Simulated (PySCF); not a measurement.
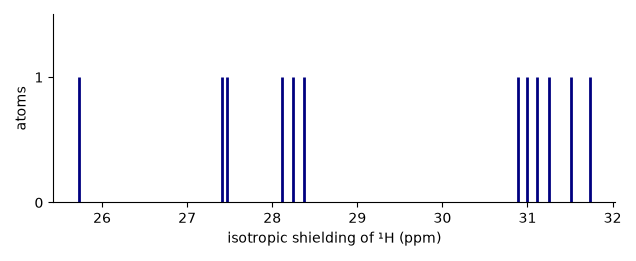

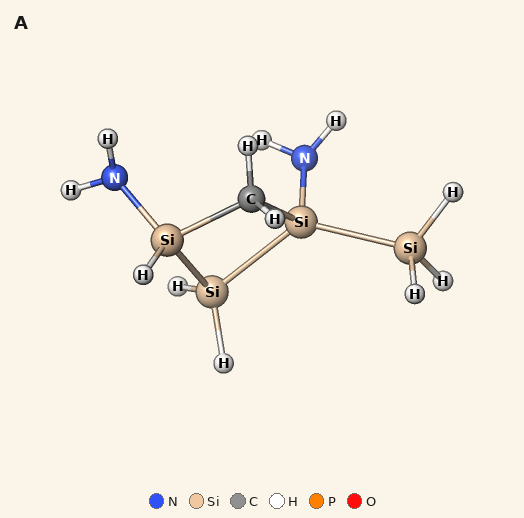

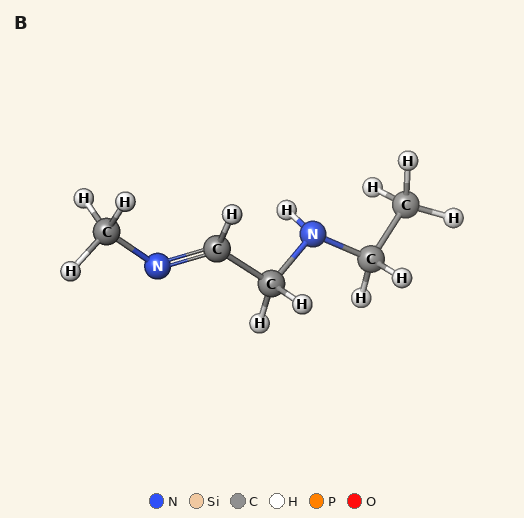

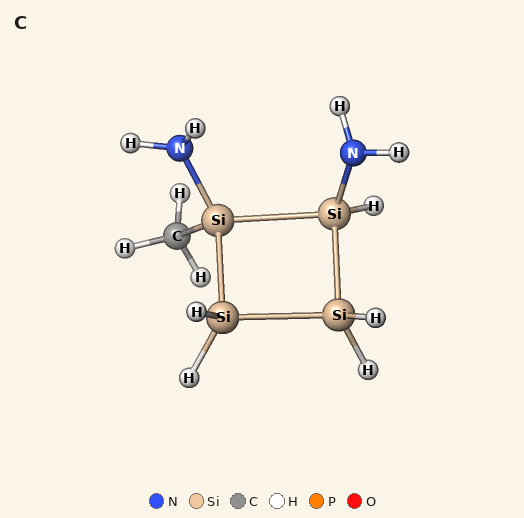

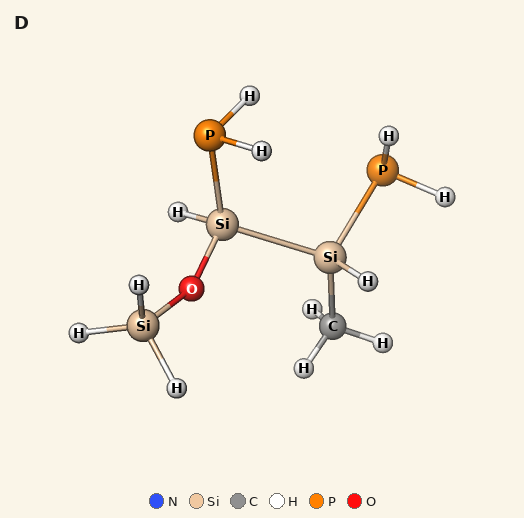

The sticks are computed shieldings of one of the molecules, for one fixed geometry (GFN2-xTB) without averaging over rotations. Low shielding means a high chemical shift. Method: GIAO PBE0/pcSseg-1 NMR shielding, non-relativistic, gas phase (PySCF 2.14.0).

Question: Match the spectrum to a structure.

Answer: A, `N[Si@@H]1C[Si@@](N)([SiH3])[SiH2]1`. Its 12 H atoms give lines at 25.73, 27.41, 27.47, 28.11, 28.25, 28.37, 30.88, 30.99, 31.12, 31.25, 31.51, 31.73 ppm.

The geometry is semi-empirical. Around P, Si such bond lengths and angles can be off by a tenth of an ångström or more and by several degrees, and values that hang on the shape move with them.
